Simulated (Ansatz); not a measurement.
Electronic density of states of amorphous Si24O50Ti, density 2.24 g/cm³, on a 2×2×2 Γ-centred mesh with a Gaussian width of 0.1 eV; energies count from the Fermi level, whose place inside the gap is arbitrary. Cell and mesh are small, so fine structure isn't converged. Level of theory: PBE, scalar-relativistic without spin-orbit coupling (plane waves to 420 eV, PAW; Ansatz, a quantum-chemistry and plane-wave program). Sampling: a 2×2×2 Γ-centred mesh; Fermi-Dirac width 0.02 eV; no spin polarisation. At PBE the levels at both edges of the gap are localised (band-tail or defect states), and the nearest spread-out levels lie 5.5 eV apart at the zone centre.

A CHGNet melt-quench gave the starting glass, which DFT then relaxed. O atoms were pushed apart under 1.9 Å during the dynamics, to hinder bonds among them. The hot cell started wider than the set density and was brought back towards it in steps. It is the lowest in DFT energy of 2 quenches. It is a model cell: composition and starting density were chosen by hand, and all elements were melted together. No dispersion term was used. Its density started from a set value of 2.24 and ended at 2.24 g/cm³. The simulated quench (nominally 320 K/ps over its main leg) is rapid and tends to freeze in more defects than a deposited or slowly cooled glass has. Values belong to this one cell and scatter from quench to quench. The volume was held where the preparation left it, at a PBE pressure of -0.5 GPa (tension). Stress components on the final sampling reach 3.2 GPa.

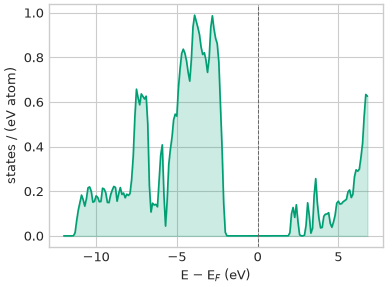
*Density of states per atom*

The gap between localised states on this mesh is 4.32 eV; the broadening fills part of it in the curve.
